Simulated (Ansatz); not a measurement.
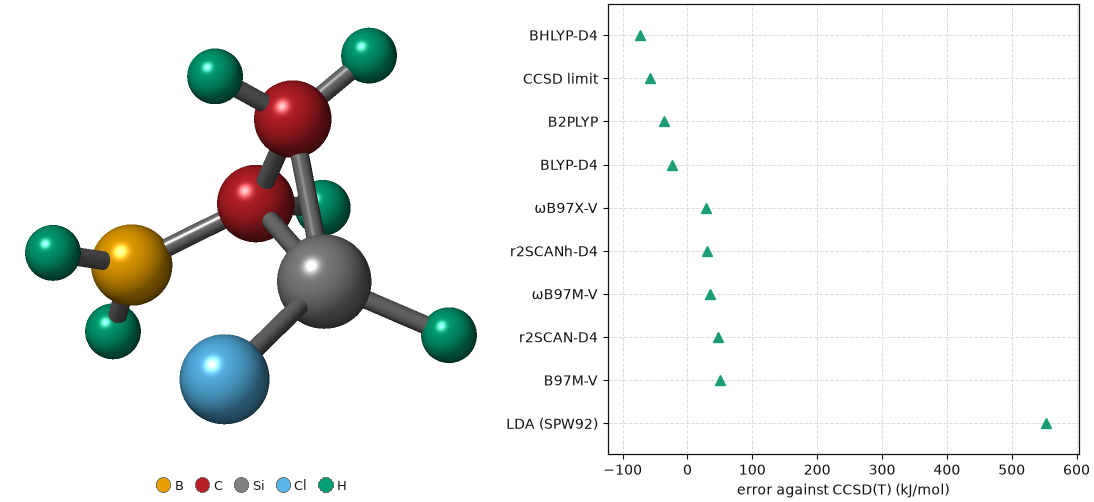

Error in the electronic atomisation energy (method less reference, so positive means overbinding) of C₂H₆BClSi, SMILES B[C@H]1C[Si@H]1Cl: functionals in def2-TZVPP against frozen-core CCSD(T) at the limit (MP2 extrapolated from triple and quadruple zeta, plus CCSD(T) less MP2 in a smaller set), which gives 4019.1 kJ/mol, at a PBE0-D4/def2-TZVP geometry (a minimum by its frequencies), no zero-point or spin-orbit term, the Ansatz code. The reference leaves out core correlation, a term that grows with the number of heavy atoms. B2PLYP holds a correlation term that converges slowly with the basis, so part of the distance to the limit is basis error. No dispersion term is added to B2PLYP. Limit means the basis limit.

Q: Which of these levels overbind, and which underbind?

A: Overbind: ωB97X-V, r2SCANh-D4, ωB97M-V, r2SCAN-D4, B97M-V and LDA (SPW92). Underbind: BHLYP-D4, CCSD limit and B2PLYP. Within 25 kJ/mol of zero, too close to call in view of what the reference leaves out: BLYP-D4.

Q: Give the values.

A:
```
      level  kJ/mol
   BHLYP-D4   −73.0
 CCSD limit   −58.2
     B2PLYP   −35.8
    BLYP-D4   −24.3
    ωB97X-V    28.1
 r2SCANh-D4    30.0
    ωB97M-V    34.7
  r2SCAN-D4    46.8
     B97M-V    50.8
LDA (SPW92)   553.2
```
